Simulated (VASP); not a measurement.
Band structure of HfAu (space group P4/nmm). Computed with PBEsol GGA, VASP's PBE PAW potentials (set 64) (plane waves; VASP).

Unless said otherwise, spin-orbit coupling is left out, though it shifts the bands of the heavy elements here.

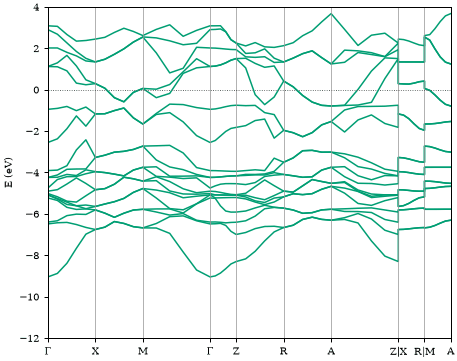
Fig. 1. Bands along high-symmetry lines, zero at the valence-band maximum or, without a gap, the Fermi level

Problem. Read the plot: is there a gap, and where are the band edges?

Solution. It has no gap at this level: it comes out as a metal or semimetal.

The structure comes from a computed database's HfAu entry (P4/nmm); how it stands against other phases isn't given here. The cell was not relaxed at this level.
